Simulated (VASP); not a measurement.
Band structure of CaIn2 (space group P6_3/mmc). Computed with PBEsol GGA, VASP's PBE PAW potentials (set 64) (plane waves; VASP 6.6.1).

Unless said otherwise, spin-orbit coupling is left out, though it shifts the bands of the heavy elements here.

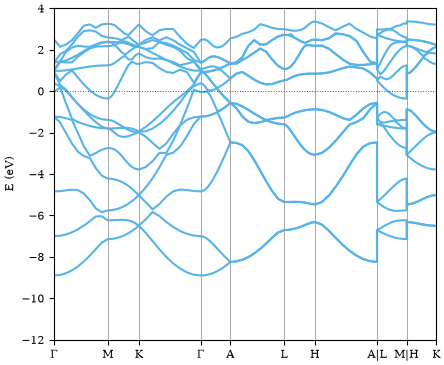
Figure: Bands along high-symmetry lines, zero at the valence-band maximum or, without a gap, the Fermi level

Read the plot: is there a gap, and where are the band edges?

It has no gap at this level: it comes out as a metal or semimetal. (Edges off the drawn lines would not show.)

The structure comes from a computed database's CaIn2 entry (P6_3/mmc); how it stands against other phases isn't given here. It was relaxed first.
